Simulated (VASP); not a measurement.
Band structure of ZnS (space group P6_3mc). Computed with SCAN meta-GGA, VASP's PBE PAW potentials (set 64) (plane waves; VASP).

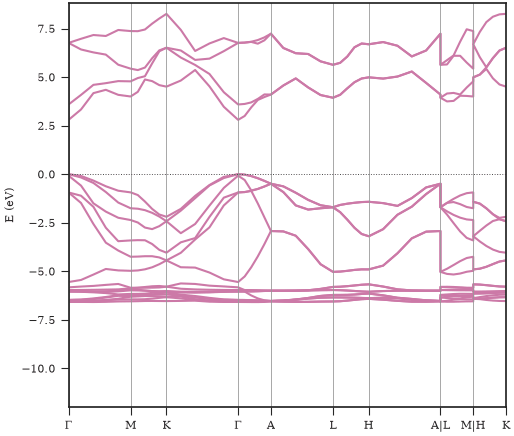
Figure. Bands along high-symmetry lines, zero at the valence-band maximum or, without a gap, the Fermi level

### Question
Read the plot: is there a gap, and where are the band edges?

### Answer
The gap is direct, 2.80 eV, from the valence maximum at Γ to the conduction minimum at Γ.

The structure comes from a measured ZnS entry (P6_3mc) of the Crystallography Open Database, whose conditions weren't checked. It was relaxed first.
